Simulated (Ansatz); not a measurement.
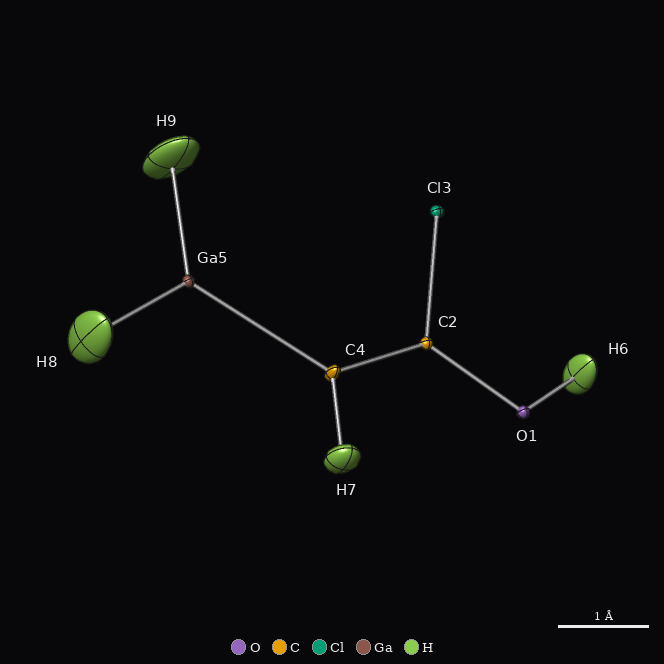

Displacement ellipsoids at the 50 % level, from the internal vibrations of the free molecule (harmonic, no overall translation or rotation; no half-axis is drawn under 0.075 Å). Vibrations computed with RKS PBE0-D4/def2-TZVP (Ansatz 0.2.0). Temperature: 100 K.

Which atom has the largest mean-square displacement?

Answer. H9, with U_eq = 0.0447 Å².

Does H9 move more along its bond or across it?

Answer. Across it: the root-mean-square amplitude is 0.092 Å along the bond and up to 0.304 Å across, since bending and torsion are softer than stretching.

Give the displacement parameters, one line for each set of equivalent atoms.

```
atom  U_eq (Å²)   rms amplitudes (Å)
  O1     0.0021  0.037, 0.042, 0.056
  C2     0.0018  0.038, 0.041, 0.048
 Cl3     0.0012  0.014, 0.022, 0.055
  C4     0.0040  0.036, 0.053, 0.089
 Ga5    0.00039  0.011, 0.011, 0.031
  H6     0.0250  0.075, 0.128, 0.230
  H7     0.0177  0.087, 0.127, 0.171
  H8     0.0414  0.095, 0.175, 0.291
  H9     0.0447  0.092, 0.183, 0.304
```
